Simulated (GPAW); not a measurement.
# Optical response of CoSi2, part 2 of 2

Aim: the dielectric function of CoSi2, and the optical constants that follow from it. The cell comes from an older database entry, whose edges can differ from later determinations, mostly by under a per cent.

GPAW 26.7.0; DFT, PBE, plane-wave PAW (GPAW data sets), scalar-relativistic, RPA, optical limit.

So far. Step 2 (Ground state): There are states at the Fermi level within the smearing, so the occupations stay smeared and the carriers get a Drude term.

The database entry behind the starting cell differs from later determinations by our own check (0.1 to 0.3 % short, probably kX units), so it need not match the best structure at ambient conditions.

### Step 4. Dielectric function, RPA

Transitions between filled and empty bands, summed over the zone, give the optical response, so mesh, band count and broadening shape it.

The induced potential is part of this response.

This step: DFT, PBE, plane-wave PAW (GPAW data sets), scalar-relativistic, RPA, optical limit (GPAW 26.7.0).

Contents of df.py:

```python
from gpaw.response.df import DielectricFunction

df = DielectricFunction('full.gpw', frequencies={'type': 'nonlinear', 'domega0': 0.03, 'omega2': 8},
                        ecut=60,
                        eta=0.2,
                        nbands=43,
                        rate=0.05,
                        txt='df.txt')
for direction in ['x']:
    df.get_dielectric_function(xc='RPA', direction=direction, filename=f'df_{direction}.csv')
```

On the command line:

```sh
$ OMP_NUM_THREADS=1 python df.py
```

Numbers of over 12 decimals in the logs are rounded to 6 here.

Log:

```text
Using integrator: PointIntegrator
NonLinearFrequencyDescriptor(from 0.000 to 54.791 eV, 477 points)
Nonperiodic BCs:  [False False False]
Using integrator: PointIntegrator
NonLinearFrequencyDescriptor(from 0.000 to 54.791 eV, 477 points)
Nonperiodic BCs:  [False False False]
Using integrator: PointIntegrator

Calculating chi0 body with:
    Ground state adapter containing:
    Number of spins: 1
    Number of kpoints: 1728
    Number of irreducible kpoints: 72
    Number of completely occupied states: 6
    Number of partially occupied states: 9

    Linear response parametrization:
    q_c: [0.0, 0.0, 0.0]
    Number of frequency points: 477
    Planewave cutoff: 60.0
    Number of bands: 43
    Number of planewaves: 51
    Broadening (eta): 0.2

Integrating chi0 body.

Symmetries of q_c:
    Direct symmetries (Uq -> q): 48
    Indirect symmetries (TUq -> q): 0
In total 48 allowed symmetries.

72 groups of equivalent kpoints. 95.833333% reduction.

Integral kind: spectral function

Calculating chi0 optical extensions with:
    Ground state adapter containing:
    Number of spins: 1
    Number of kpoints: 1728
    Number of irreducible kpoints: 72
    Number of completely occupied states: 6
    Number of partially occupied states: 9

    Linear response parametrization:
    Number of frequency points: 477
    Planewave cutoff: 60.0
    Number of bands: 43
    Number of planewaves: 51
    Broadening (eta): 0.2
Integrating chi0 head and wings.

Symmetries of q_c:
    Direct symmetries (Uq -> q): 48
    Indirect symmetries (TUq -> q): 0
In total 48 allowed symmetries.

72 groups of equivalent kpoints. 95.833333% reduction.

Integral kind: spectral function wings

Calculating drude chi0 with:
    Number of frequency points:477
    Plasma frequency decay rate: 0.05 eV

    Ground state adapter containing:
    Number of spins: 1
    Number of kpoints: 1728
    Number of irreducible kpoints: 72
    Number of completely occupied states: 6
    Number of partially occupied states: 9

Symmetries of q_c:
    Direct symmetries (Uq -> q): 48
    Indirect symmetries (TUq -> q): 0
In total 48 allowed symmetries.

72 groups of equivalent kpoints. 95.833333% reduction.

Integral kind: intraband
Plasma frequency:
[[6.02-0.j 0.  +0.j 0.  +0.j]
 [0.  +0.j 6.02-0.j 0.  +0.j]
 [0.  +0.j 0.  +0.j 6.02-0.j]]
```

Run time: 9 s. Hardware: 1 thread of Arm Neoverse V2, shared host; peak memory 0.28 GiB.

Numbers from this step:

* centre of weight of the strongest loss peak in the window: 19.18 eV

Some rows of df_x.csv (energy; Re and Im without local fields; Re and Im with them):

```text
0.000000, 14546.913255, -0.000000, 14546.544363, -0.000000
0.619237, -83.301246, 33.876795, -83.618344, 33.863328
1.279498, -11.400421, 7.204617, -11.779474, 7.153425
1.984998, 4.428716, 6.071815, 4.010099, 5.939425
2.740552, 7.680535, 11.557865, 7.322574, 11.211283
3.551683, 5.244035, 9.667000, 4.913726, 9.513570
4.424758, 4.677099, 10.579987, 4.368825, 10.174211
5.367152, 4.311942, 17.580116, 4.553955, 16.481185
6.387465, -5.018221, 11.856637, -4.550623, 11.882071
7.495775, -4.521339, 6.482325, -4.386458, 6.291357
8.703980, -4.371420, 3.779181, -4.233797, 3.731114
10.026223, -2.992715, 2.214798, -2.850244, 2.156927
11.479449, -2.161607, 1.449754, -2.091520, 1.484875
13.084136, -1.371275, 0.834851, -1.322670, 0.845097
14.865263, -0.733556, 0.520692, -0.706211, 0.522015
16.853625, -0.353167, 0.379797, -0.332599, 0.381978
19.087623, 0.025774, 0.272655, 0.042001, 0.276287
21.615770, 0.266060, 0.230999, 0.275743, 0.231098
24.500258, 0.466759, 0.149358, 0.466380, 0.162204
27.822136, 0.701746, 0.107923, 0.660666, 0.150391
31.689054, 1.397239, 0.459285, 0.848224, 0.215369
```

The Im ε, E ∥ x has structure finer than the step of the table below, so its rows give means over 2.5 eV, whole bins alone (the curve runs from 0.305 to 36 eV). Peaks (eV: height): 2.98: 12.9, 5.47: 16.9.

Sum at mesh points, not converged in k. Table of Im ε, E ∥ x by photon energy; means over each step:

| photon energy (eV) | Im ε, E ∥ x |
| --- | --- |
| 2.5 | 8.70 |
| 5.0 | 12.5 |
| 7.5 | 7.06 |
| 10.0 | 2.34 |
| 12.5 | 1.07 |
| 15.0 | 0.555 |
| 17.5 | 0.346 |
| 20.0 | 0.254 |
| 22.5 | 0.209 |
| 25.0 | 0.166 |
| 27.5 | 0.147 |
| 30.0 | 0.168 |
| 32.5 | 0.275 |

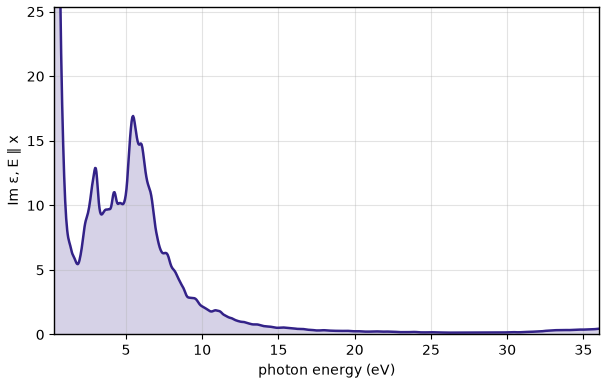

Im ε, E ∥ x, plotted against photon energy. Below 1 eV the curve runs off the scale.

Values under 1 per cm are given as 1; sum at mesh points, not converged in k. Table of absorption coefficient, E ∥ x by photon energy:

```csv
photon energy (eV),"absorption coefficient, E ∥ x (1/cm)"
1.99,2.5e5
3.98,6.8e5
6.02,1.8e6
8.03,1.9e6
10.03,1.8e6
12.02,1.7e6
14.04,1.5e6
16.03,1.2e6
18.05,8.6e5
20.06,5.5e5
22.02,4.2e5
24.04,3.5e5
25.94,2.6e5
28.00,2.7e5
30.07,2.9e5
31.90,4.0e5
34.10,6.4e5
36.00,8.6e5
```

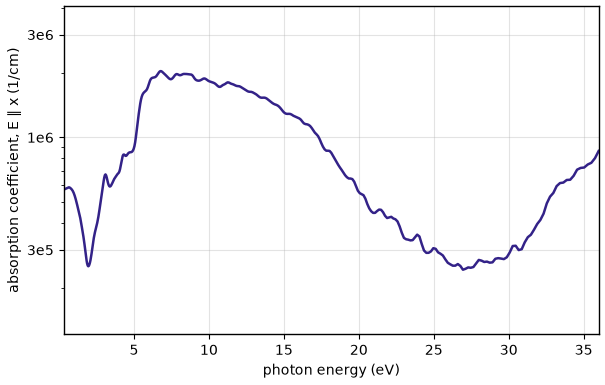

Absorption coefficient, E ∥ x, plotted against photon energy.

Sum at mesh points, not converged in k. Table of reflectivity at normal incidence, E ∥ x by photon energy; read off at these points:

```csv
photon energy (eV),"reflectivity at normal incidence, E ∥ x (%)"
2.0,26.9
3.0,41.5
4.0,35.8
6.0,51.9
8.0,57.1
8.9,61.2
10.0,58.5
12.0,57.7
14.0,55.4
16.0,45.5
18.0,32.1
20.0,17.0
22.0,8.01
24.0,4.61
26.0,2.42
28.0,1.24
30.0,0.658
32.0,0.522
34.0,1.01
36.0,1.58
```

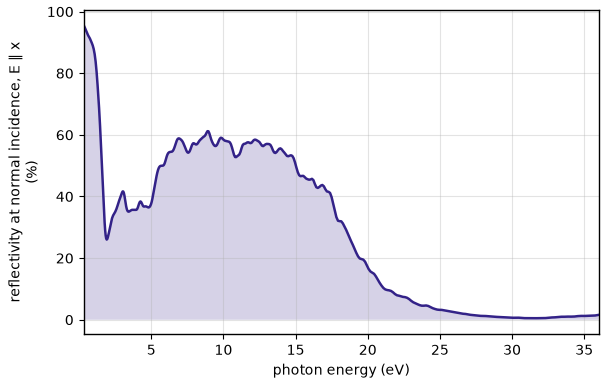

Reflectivity at normal incidence, E ∥ x, plotted against photon energy.

Sum at mesh points, not converged in k. Table of loss function −Im 1/ε at q → 0, E ∥ x by energy loss; read off at these points:

| energy loss (eV) | loss function −Im 1/ε at q → 0, E ∥ x |
| --- | --- |
| 2.0 | 0.112 |
| 4.0 | 0.0779 |
| 6.0 | 0.0663 |
| 8.0 | 0.108 |
| 10.0 | 0.167 |
| 12.0 | 0.251 |
| 14.0 | 0.462 |
| 16.0 | 1.05 |
| 18.0 | 2.76 |
| 19.0 | 3.56 |
| 20.0 | 3.14 |
| 22.0 | 1.53 |
| 24.0 | 0.871 |
| 26.0 | 0.458 |
| 28.0 | 0.334 |
| 30.0 | 0.271 |
| 32.0 | 0.293 |
| 34.0 | 0.419 |
| 36.0 | 0.509 |

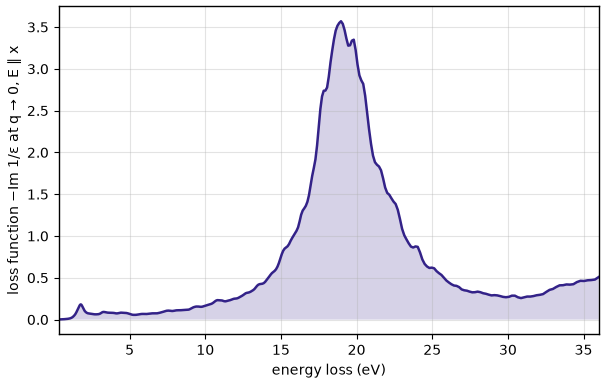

Loss function −Im 1/ε at q → 0, E ∥ x, plotted against energy loss.

The Im ε, E ∥ x has structure finer than the step of the table below, so its rows give means over 2.5 eV, whole bins alone (the curve runs from 0.305 to 36 eV). Peaks (eV: height): without local fields 2.98: 13.2, 5.42: 17.9; with local fields 2.98: 12.9, 5.47: 16.9.

Sum at mesh points, not converged in k. Table of Im ε, E ∥ x by photon energy; means over each step:

| photon energy (eV) | without local fields | with local fields |
| --- | --- | --- |
| 2.5 | 8.89 | 8.70 |
| 5.0 | 13.0 | 12.5 |
| 7.5 | 7.11 | 7.06 |
| 10.0 | 2.37 | 2.34 |
| 12.5 | 1.06 | 1.07 |
| 15.0 | 0.550 | 0.555 |
| 17.5 | 0.343 | 0.346 |
| 20.0 | 0.249 | 0.254 |
| 22.5 | 0.205 | 0.209 |
| 25.0 | 0.145 | 0.166 |
| 27.5 | 0.108 | 0.147 |
| 30.0 | 0.116 | 0.168 |
| 32.5 | 0.903 | 0.275 |

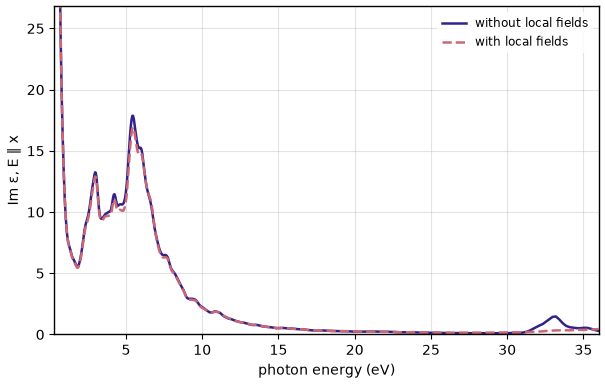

Im ε, E ∥ x against photon energy. Below 1 eV the curve runs off the scale.

Optical constants at common wavelengths, from n + ik = √ε:

```csv
wavelength (nm),n,k,R (%),1/α
1550,1.30,7.127,90.7,17 nm
800,1.28,2.373,52.7,27 nm
532,2.97,1.457,33.6,29 nm
450,3.22,1.761,38.4,20 nm
365,2.71,1.718,35.1,17 nm
308,2.91,1.702,36.0,14 nm
193,2.00,2.931,54.5,5.2 nm
```

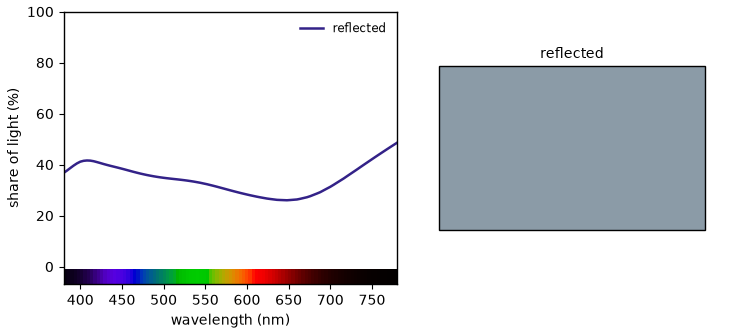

Light reflected across the visible range, with the colour that it makes of daylight (sRGB).

A polished face would reflect 32 % of daylight and look faintly blue (CIE x = 0.287, y = 0.309 under D65).

### Step 5. Summary of results

```
centre of weight of the strongest loss peak in the window, first axis : 19.2 eV
```

In words: At this level (PBE, RPA) CoSi2 is a metal. The mesh is too coarse to trust the carriers' weight, the reflectivity or the colour to better than tens of per cent. A polished face would reflect 32 % of daylight and look faintly blue (CIE x = 0.287, y = 0.309 under D65). The carriers' damping of 0.05 eV is typed, not computed; it shapes the response at the lowest energies. The run has no spin polarisation; magnetic order or correlation, untested here, could change the spectrum. In this version of GPAW the matrix elements of the optical limit are incomplete, which can lower ε − 1 by up to a tenth where first-row anions or d states rule, and shift it by more in d metals. GPAW's carrier term has the form −ωp²/(ω + i·rate)², which damps like twice the rate and fails at low energy, so the curves leave the lowest energies out. The sum runs over mesh points 0.17 Å⁻¹ apart with no interpolation, so peaks are partly noise of the mesh, and the Drude plasma energy, a sum over the Fermi surface, isn't converged.

[Machine, clock and banner lines and Python warnings are left out of the logs.]

[Logs are printed without paths, hosts, clocks, repeated set-up lines and the standing remarks that a program may print on its own settings, such as how far it seeks lower states.]

[Hosts, paths, dates, database ids (printed as entryN), source tags and the programs' standing remarks are cut or masked in the printed files.]
